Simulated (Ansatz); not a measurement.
## Geometry relaxation, with input and output: C2H8AlF

- system: C2H8AlF
- method: RKS BHLYP/6-31G* (Ansatz 0.2.0)

The input holds or restrains some coordinates. It belongs to a series of runs on one base structure; here: pulled along the bonds that form and break, towards end B. Figures and captions count atoms from 1; the log counts them from 0 in places.

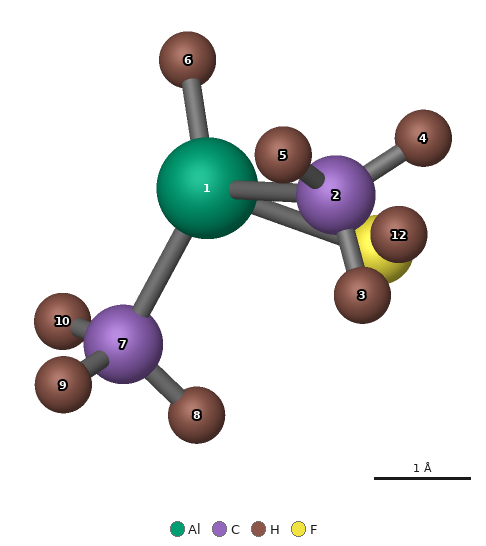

*The starting structure (ball-and-stick view, seen at a tilt; atoms are numbered from 1 in the order of the input). Sticks mark near contacts.*

Bond lengths as drawn: Al–C 1.97 to 2.32 Å, Al–F 1.99 Å, Al–H 1.56 Å and C–H 1.11 Å.

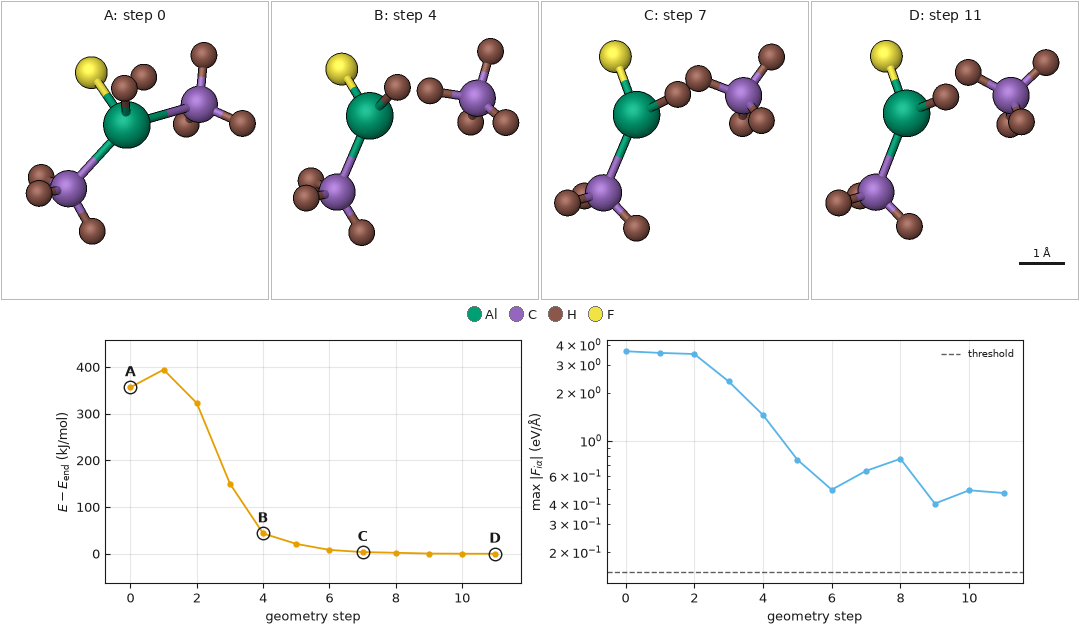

*Frames of the restrained relaxation (ball-and-stick view, seen at a tilt) above the curves, on which the letters mark them (the first geometry is step 0 here and step 1 in the log).*

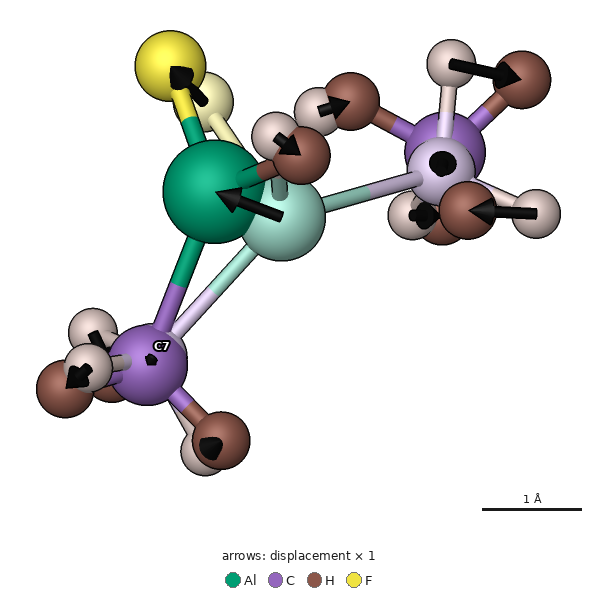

*Start (faint) and end (solid) with the displacements as black arrows, at true length (ball-and-stick view, seen at a tilt). The two geometries are laid on each other by the best rigid fit.*

The largest move after the best rigid fit is that of H4, 0.83 Å. Largest moves by element: H 0.83 Å, Al 0.74 Å, F 0.73 Å, C 0.43 Å. Among the contacts that change: Al1–C2 2.320 → 3.170 Å, C2–H12 1.417 → 1.098 Å, Al1–F11 1.990 → 1.673 Å, Al1–C7 1.970 → 1.943 Å. New bonds form: C2–H12 (1.42 → 1.10 Å). Among the angles that change: C7–Al1–F11 92.7° → 118.7°, H6–Al1–F11 105.6° → 115.8°, H6–Al1–C7 120.0° → 125.4°. Over 11 geometry steps the energy falls by 356.6 kJ/mol. Largest force component: 3.6 eV/Å at the start, 0.47 eV/Å at the end. (Atoms are counted from 1 in the order of the input.)

These pictures come from the run below.

### Input
```yaml
crystal:
  periodic: [false, false, false]
  atoms:
    - { symbol: Al, position_ang: [0.0, 0.0, 0.0] }
    - { symbol: C, position_ang: [0.0, 0.0, 2.32] }
    - { symbol: H, position_ang: [-0.9996, -0.3092, 2.6905] }
    - { symbol: H, position_ang: [0.7676, -0.7111, 2.6905] }
    - { symbol: H, position_ang: [0.232, 1.0203, 2.6905] }
    - { symbol: H, position_ang: [1.351, 0.0, -0.78] }
    - { symbol: C, position_ang: [-1.706, 0.0, -0.985] }
    - { symbol: H, position_ang: [-2.2662, -0.9305, -0.7558] }
    - { symbol: H, position_ang: [-2.3102, 0.8797, -0.6796] }
    - { symbol: H, position_ang: [-1.5043, 0.0508, -2.0753] }
    - { symbol: F, position_ang: [-0.2549, -1.8712, 0.6275] }
    - { symbol: H, position_ang: [-0.1755, -1.2885, 1.7562] }
basis:
  gaussian: { orbitals: "6-31G*" }
hamiltonian:
  xc: { name: BHLYP }
relax:
  f_tol: 0.15
  max_steps: 25
  restrain:
    - { distance: [0, 10], at: 1.69, k: 30.0 }
    - { distance: [11, 1], at: 1.11, k: 30.0 }
    - { distance: [0, 1], at: 3.17, k: 30.0 }
    - { distance: [11, 10], at: 2.12, k: 30.0 }
```

Command:
```bash
ansatz run input.yaml --threads 1 --pin off --max-ram 2048MiB --backend cpu --events-out ev --progress --plain --runs-dir out
```

### What the program printed
```
The last accepted step is kept in [file] (removed where the run ends without a failure and the disk answers)
Engine: ansatz 0.2.0, aarch64-unknown-linux-gnu
Functional definition: BHLYP
  parameter a = 0.5
  exchange = (1 - a)*b88_x + a*exact_x
  correlation = lyp_c
906 factors; integrals over basis functions are off by at most 5.3e-4 eV
mean field evaluation 1: about -11508.5416 eV, gradient 5.0e1 eV
mean field evaluation 2: about -11509.6455 eV, gradient 4.5e1 eV
mean field evaluation 4: about -11513.8117 eV, gradient 2.0e0 eV
mean field evaluation 8: about -11513.8443 eV, gradient 4.5e-2 eV
mean field evaluation 16: about -11513.8443 eV, gradient 3.7e-5 eV
mean field -11513.84430322 eV, -423.1259737793 hartree, gradient 3.7e-5 eV, S^2 0.000000; 0 other end points of the search recorded, 0 dependent functions left out
the calculation of the forces begins
reference -11513.84446830 eV, -423.1259798460 hartree; 21, 21 occupied and 59, 59 virtual orbitals, 906 factors
relax step   1: F+E_penalty+E_count = -11513.84430322 eV  Δ(F+E_penalty+E_count) = +0.000e0 eV  max|allowed force component| = 3.641e0 eV/Å  E_restraint = 24.37291561 eV  max|allowed force component, restraints' pulls added| = 2.328e1 eV/Å  Δτ_max = 0.0000 Å  (25 SCF iters, accepted)
  distance Al 0 - F 10 = 1.9900 Å
  distance H 11 - C 1 = 1.4174 Å
  distance Al 0 - C 1 = 2.3200 Å
  distance H 11 - F 10 = 1.2727 Å
these checks for a lower state are left out or cut short: starts, cluster_reference, orbital_swaps, neighbouring_geometries, increment
906 factors; integrals over basis functions are off by at most 5.5e-4 eV
mean field -11513.45242401 eV, -423.1115724842 hartree, gradient 1.3e-5 eV, S^2 0.000000; 0 other end points of the search recorded, 0 dependent functions left out
[... from here on the field's lines of each further geometry are left out, up to the last ...]
relax step   2: F+E_penalty+E_count = -11513.45242401 eV  Δ(F+E_penalty+E_count) = +3.919e-1 eV  max|allowed force component| = 3.555e0 eV/Å  E_restraint = 10.22122363 eV  max|allowed force component, restraints' pulls added| = 1.732e1 eV/Å  Δτ_max = 0.1949 Å  (33 SCF iters, accepted)
relax step   3: F+E_penalty+E_count = -11514.19579792 eV  Δ(F+E_penalty+E_count) = -7.434e-1 eV  max|allowed force component| = 3.498e0 eV/Å  E_restraint = 1.92362180 eV  max|allowed force component, restraints' pulls added| = 7.087e0 eV/Å  Δτ_max = 0.1930 Å  (33 SCF iters, accepted)
relax step   4: F+E_penalty+E_count = -11515.98453568 eV  Δ(F+E_penalty+E_count) = -1.789e0 eV  max|allowed force component| = 2.357e0 eV/Å  E_restraint = 0.09822638 eV  max|allowed force component, restraints' pulls added| = 2.357e0 eV/Å  Δτ_max = 0.1940 Å  (28 SCF iters, accepted)
relax step   5: F+E_penalty+E_count = -11517.08918958 eV  Δ(F+E_penalty+E_count) = -1.105e0 eV  max|allowed force component| = 1.451e0 eV/Å  E_restraint = 0.00518287 eV  max|allowed force component, restraints' pulls added| = 1.476e0 eV/Å  Δτ_max = 0.1914 Å  (27 SCF iters, accepted)
relax step   6: F+E_penalty+E_count = -11517.32110687 eV  Δ(F+E_penalty+E_count) = -2.319e-1 eV  max|allowed force component| = 7.610e-1 eV/Å  E_restraint = 0.00735938 eV  max|allowed force component, restraints' pulls added| = 6.467e-1 eV/Å  Δτ_max = 0.2000 Å  (27 SCF iters, accepted)
relax step   7: F+E_penalty+E_count = -11517.45485994 eV  Δ(F+E_penalty+E_count) = -1.338e-1 eV  max|allowed force component| = 4.932e-1 eV/Å  E_restraint = 0.00589823 eV  max|allowed force component, restraints' pulls added| = 4.866e-1 eV/Å  Δτ_max = 0.2000 Å  (27 SCF iters, accepted)
relax step   8: F+E_penalty+E_count = -11517.50293527 eV  Δ(F+E_penalty+E_count) = -4.808e-2 eV  max|allowed force component| = 6.478e-1 eV/Å  E_restraint = 0.00685937 eV  max|allowed force component, restraints' pulls added| = 5.773e-1 eV/Å  Δτ_max = 0.1999 Å  (26 SCF iters, accepted)
relax step   9: F+E_penalty+E_count = -11517.51794677 eV  Δ(F+E_penalty+E_count) = -1.501e-2 eV  max|allowed force component| = 7.708e-1 eV/Å  E_restraint = 0.00856242 eV  max|allowed force component, restraints' pulls added| = 6.061e-1 eV/Å  Δτ_max = 0.1954 Å  (26 SCF iters, accepted)
relax step  10: F+E_penalty+E_count = -11517.53555509 eV  Δ(F+E_penalty+E_count) = -1.761e-2 eV  max|allowed force component| = 4.039e-1 eV/Å  E_restraint = 0.00747196 eV  max|allowed force component, restraints' pulls added| = 3.181e-1 eV/Å  Δτ_max = 0.0244 Å  (28 SCF iters, accepted)
relax step  11: F+E_penalty+E_count = -11517.53928402 eV  Δ(F+E_penalty+E_count) = -3.729e-3 eV  max|allowed force component| = 4.893e-1 eV/Å  E_restraint = 0.00717315 eV  max|allowed force component, restraints' pulls added| = 8.342e-2 eV/Å  Δτ_max = 0.0317 Å  (28 SCF iters, accepted)
the calculation of the forces begins
reference -11517.54051509 eV, -423.2618070601 hartree; 21, 21 occupied and 59, 59 virtual orbitals, 906 factors
relax step  12: F+E_penalty+E_count = -11517.54033906 eV  Δ(F+E_penalty+E_count) = -1.055e-3 eV  max|allowed force component| = 4.703e-1 eV/Å  E_restraint = 0.00713833 eV  max|allowed force component, restraints' pulls added| = 5.429e-2 eV/Å  Δτ_max = 0.0332 Å  (23 SCF iters, accepted)
  distance Al 0 - F 10 = 1.6733 Å
  distance H 11 - C 1 = 1.0983 Å
  distance Al 0 - C 1 = 3.1700 Å
  distance H 11 - F 10 = 2.1278 Å
906 factors; integrals over basis functions are off by at most 4.4e-4 eV
mean field evaluation 96: about -11517.5403 eV, gradient 1.7e-5 eV
mean field -11517.54033906 eV, -423.2618005913 hartree, gradient 1.7e-5 eV, S^2 0.000000; 1 other end points of the search recorded, 0 dependent functions left out
the calculation of the forces begins
reference -11517.54051509 eV, -423.2618070601 hartree; 21, 21 occupied and 59, 59 virtual orbitals, 906 factors
Total energy: -11517.54051509 eV, -423.2618070601 hartree
Atom 0 at     0.007705    -0.523155    -0.515897 Å, force     0.048003    -0.470335     0.178131 eV/Å
Atom 1 at    -0.053209    -0.282673     2.644360 Å, force     0.021124    -0.262798    -0.262437 eV/Å
Atom 2 at    -1.041331    -0.256267     3.090305 Å, force    -0.010288    -0.006261     0.008082 eV/Å
Atom 3 at     0.700311    -0.344622     3.421362 Å, force     0.011515    -0.011782     0.022235 eV/Å
Atom 4 at     0.111089     0.641407     2.090196 Å, force    -0.007226    -0.008336     0.002561 eV/Å
Atom 5 at     1.321028     0.326826    -0.675229 Å, force     0.013420     0.002166    -0.009970 eV/Å
Atom 6 at    -1.770391     0.038693    -1.061950 Å, force     0.001731     0.012975     0.022849 eV/Å
Atom 7 at    -2.555724    -0.578334    -0.631157 Å, force     0.006831     0.004526    -0.003480 eV/Å
Atom 8 at    -1.964724     1.074736    -0.786631 Å, force     0.002241    -0.011411    -0.004000 eV/Å
Atom 9 at    -1.870030    -0.020222    -2.146369 Å, force    -0.004385    -0.002445    -0.000010 eV/Å
Atom 10 at     0.212854    -2.073997     0.078047 Å, force    -0.037259     0.373568    -0.371281 eV/Å
Atom 11 at     0.036323    -1.162092     1.992462 Å, force    -0.045706     0.380134     0.417321 eV/Å
Dipole moment:    -0.170480     0.290300    -0.058337 e Å
```

### Trajectory as extended XYZ (Å, eV, eV/Å), 9 of the 12 frames kept, from step=1 to step=12
```
12
Properties=species:S:1:pos:R:3:forces:R:3 step=1 energy=-11513.84430
Al    0.0000    0.0000    0.0000   -0.8546  -2.4734   1.3471
C     0.0000    0.0000    2.3200   -0.4037  -0.3528  -0.9614
H    -0.9996   -0.3092    2.6905    0.4947   0.6400   0.4428
H     0.7676   -0.7111    2.6905   -0.0268   0.7717   0.6841
H     0.2320    1.0203    2.6905   -0.0897  -0.9705  -0.3113
H     1.3510    0.0000   -0.7800    0.4228   0.4226   0.1759
C    -1.7060    0.0000   -0.9850   -0.1829   0.8130   0.1212
H    -2.2662   -0.9305   -0.7558    0.4095   0.7305  -0.1394
H    -2.3102    0.8797   -0.6796    0.0017  -0.6392  -0.5251
H    -1.5043    0.0508   -2.0753   -0.2981   0.0262   0.7035
F    -0.2549   -1.8712    0.6275    0.4876   1.2051   2.1033
H    -0.1755   -1.2885    1.7562    0.0396  -0.1732  -3.6407
12
Properties=species:S:1:pos:R:3:forces:R:3 step=2 energy=-11513.45242
Al   -0.0123   -0.1004   -0.1666   -0.7837  -3.5549   2.1962
C    -0.0067   -0.0345    2.4698   -0.6040  -1.9308  -2.0522
H    -1.0157   -0.3100    2.7168   -0.2985   0.3535   1.8833
H     0.7839   -0.7186    2.7208    0.5977   0.1857   2.2779
H     0.2321    1.0140    2.6995    0.0015  -0.7042  -0.9771
H     1.3697    0.0048   -0.7887    0.8864   0.5617  -0.1183
C    -1.7218    0.0061   -0.9965   -0.5846   0.8228  -0.1042
H    -2.2638   -0.9229   -0.7579    0.2895   0.5391  -0.1357
H    -2.3139    0.8767   -0.6852   -0.0934  -0.3400  -0.4523
H    -1.5111    0.0521   -2.0729   -0.4412   0.0675   0.1870
F    -0.2483   -1.8629    0.4895    0.6377   1.2891   0.0177
H    -0.1581   -1.1642    1.8711    0.3927   2.7106  -2.7223
12
Properties=species:S:1:pos:R:3:forces:R:3 step=4 energy=-11515.98454
Al   -0.0237   -0.3684   -0.4122    0.2417  -1.1310   0.6764
C    -0.0188   -0.0961    2.6859   -0.0355  -1.3669  -1.3230
H    -1.0428   -0.2978    2.9496    0.0591   0.3604   2.1159
H     0.8157   -0.7157    2.9842   -0.0281   0.5291   2.3566
H     0.2265    0.9738    2.5962   -0.1619  -0.9120  -0.7736
H     1.4219    0.0492   -0.7897    0.2634   0.3321   0.0325
C    -1.7576    0.0360   -1.0189   -0.0928   0.1996  -0.1449
H    -2.2711   -0.8933   -0.7732   -0.2244   0.2397  -0.1847
H    -2.3292    0.8909   -0.7004   -0.1446   0.2110  -0.1254
H    -1.5600    0.0673   -2.0896   -0.5886   0.1309  -0.2684
F    -0.1989   -1.9371    0.1478    0.5351  -0.1180  -0.0167
H    -0.1282   -0.8684    1.9199    0.1766   1.5251  -2.3446
12
Properties=species:S:1:pos:R:3:forces:R:3 step=5 energy=-11517.08919
Al   -0.0073   -0.4514   -0.4658    0.0644  -0.6837   0.2670
C    -0.0223   -0.1289    2.6898   -0.1452  -1.4510  -0.8147
H    -1.0168   -0.2795    3.1218    0.6012   0.2534   0.5657
H     0.7953   -0.6822    3.1715   -0.5531   0.5767   0.5505
H     0.2172    0.9268    2.5675   -0.0640  -0.3251  -0.2488
H     1.4370    0.0739   -0.7819    0.0136   0.1361   0.0762
C    -1.7623    0.0462   -1.0355    0.2050  -0.1299  -0.1864
H    -2.3047   -0.8666   -0.7951   -0.2814   0.1544  -0.1203
H    -2.3212    0.9084   -0.7075    0.0360   0.1855   0.0118
H    -1.6240    0.0802   -2.1175   -0.4368   0.1336  -0.1416
F    -0.1386   -2.0295    0.0740    0.4074   0.1692  -0.1247
H    -0.1184   -0.7569    1.7783    0.1527   0.9809   0.1653
12
Properties=species:S:1:pos:R:3:forces:R:3 step=7 energy=-11517.45486
Al   -0.0435   -0.5381   -0.4563    0.2853  -0.4640  -0.3558
C    -0.0123   -0.2069    2.6971   -0.0482  -0.4075  -0.2898
H    -0.9823   -0.2939    3.1786    0.1002   0.0742   0.0689
H     0.7723   -0.5865    3.3474   -0.1061   0.1443   0.0460
H     0.1883    0.8315    2.4450    0.0017  -0.0991  -0.0682
H     1.2891    0.2777   -0.7063   -0.0539  -0.0808   0.1846
C    -1.7746    0.0140   -1.1211   -0.2232  -0.0905   0.0873
H    -2.5479   -0.6671   -0.7658   -0.0499   0.1341   0.0010
H    -2.0401    1.0296   -0.8258   -0.0274  -0.0780  -0.0694
H    -1.7995   -0.0317   -2.2139    0.0804   0.0777   0.1305
F     0.1033   -2.1115    0.0964    0.0145   0.4659  -0.2283
H    -0.0191   -0.8770    1.8242    0.0267   0.3237   0.4932
12
Properties=species:S:1:pos:R:3:forces:R:3 step=8 energy=-11517.50294
Al   -0.0388   -0.5251   -0.4923    0.6478  -0.4034   0.0745
C    -0.0225   -0.2326    2.6665    0.0345  -0.4636  -0.2531
H    -1.0032   -0.2268    3.1333    0.0571   0.0558  -0.0140
H     0.7342   -0.5031    3.3994   -0.0724   0.1256  -0.0132
H     0.2073    0.7515    2.2628   -0.0162  -0.0567   0.0114
H     1.3413    0.2783   -0.5882   -0.4036  -0.0281  -0.0308
C    -1.7983    0.0176   -1.1023   -0.1832   0.0357  -0.0765
H    -2.5871   -0.6387   -0.7350    0.0745   0.0398   0.0278
H    -2.0462    1.0376   -0.8041    0.0347  -0.0720  -0.0378
H    -1.8526   -0.0152   -2.1952    0.0631   0.0390   0.1333
F     0.1975   -2.0863    0.0614   -0.1995   0.3393  -0.3039
H     0.0022   -1.0169    1.8932   -0.0367   0.3887   0.4823
12
Properties=species:S:1:pos:R:3:forces:R:3 step=9 energy=-11517.51795
Al   -0.0187   -0.5209   -0.5085    0.2142  -0.3864   0.1994
C    -0.0271   -0.2715    2.6570    0.3693  -0.5348   0.0074
H    -1.0120   -0.2205    3.1182    0.0859   0.0110  -0.1461
H     0.7267   -0.3791    3.4570   -0.3676   0.1635  -0.5353
H     0.1678    0.6549    2.0976   -0.0266  -0.3227   0.2395
H     1.3050    0.3430   -0.6161   -0.1293  -0.0969  -0.0149
C    -1.7844    0.0366   -1.0946   -0.0603  -0.0678  -0.0608
H    -2.5668   -0.6122   -0.7058    0.0076   0.0113  -0.0045
H    -2.0185    1.0575   -0.7992    0.0312   0.0227   0.0020
H    -1.8515    0.0004   -2.1848    0.0106   0.0157   0.0733
F     0.1742   -2.0786    0.0746   -0.0409   0.4137  -0.3781
H     0.0391   -1.1694    2.0040   -0.0941   0.7708   0.6180
12
Properties=species:S:1:pos:R:3:forces:R:3 step=11 energy=-11517.53928
Al   -0.0044   -0.5167   -0.5086    0.0693  -0.4893   0.1554
C    -0.0410   -0.2834    2.6530    0.0021  -0.2516  -0.2810
H    -1.0299   -0.2469    3.0967   -0.0052  -0.0063   0.0129
H     0.7106   -0.3532    3.4308    0.0172  -0.0108   0.0322
H     0.1339    0.6389    2.0985   -0.0057  -0.0147   0.0111
H     1.3122    0.3314   -0.6575   -0.0021   0.0062  -0.0065
C    -1.7779    0.0367   -1.0764    0.0074   0.0329   0.0445
H    -2.5652   -0.5882   -0.6614    0.0035   0.0030   0.0020
H    -1.9819    1.0697   -0.7966   -0.0067  -0.0142  -0.0102
H    -1.8607   -0.0159   -2.1621   -0.0034   0.0003  -0.0143
F     0.1973   -2.0690    0.0823   -0.0361   0.3696  -0.3608
H     0.0408   -1.1630    2.0007   -0.0401   0.3748   0.4148
12
Properties=species:S:1:pos:R:3:forces:R:3 step=12 energy=-11517.54034
Al    0.0077   -0.5232   -0.5159    0.0480  -0.4703   0.1781
C    -0.0532   -0.2827    2.6444    0.0211  -0.2628  -0.2624
H    -1.0413   -0.2563    3.0903   -0.0103  -0.0063   0.0081
H     0.7003   -0.3446    3.4214    0.0115  -0.0118   0.0222
H     0.1111    0.6414    2.0902   -0.0072  -0.0083   0.0026
H     1.3210    0.3268   -0.6752    0.0134   0.0022  -0.0100
C    -1.7704    0.0387   -1.0619    0.0017   0.0130   0.0228
H    -2.5557   -0.5783   -0.6312    0.0068   0.0045  -0.0035
H    -1.9647    1.0747   -0.7866    0.0022  -0.0114  -0.0040
H    -1.8700   -0.0202   -2.1464   -0.0044  -0.0024   0.0000
F     0.2129   -2.0740    0.0780   -0.0373   0.3736  -0.3713
H     0.0363   -1.1621    1.9925   -0.0457   0.3801   0.4173
```

### Key numbers

| quantity | value |
| --- | --- |
| outcome | converged under the restraints of the input |
| total energy | −11517.5405 eV |
| mean-field energy | −11517.5405 eV |
| largest force (length of the vector) at the end, held atoms and coordinates included | 0.566 eV/Å |
| hardware | 1 thread of Arm Neoverse V2, 24 GiB of memory available, shared host |
| wall time | 47 s |
| peak memory | 0.16 GiB |
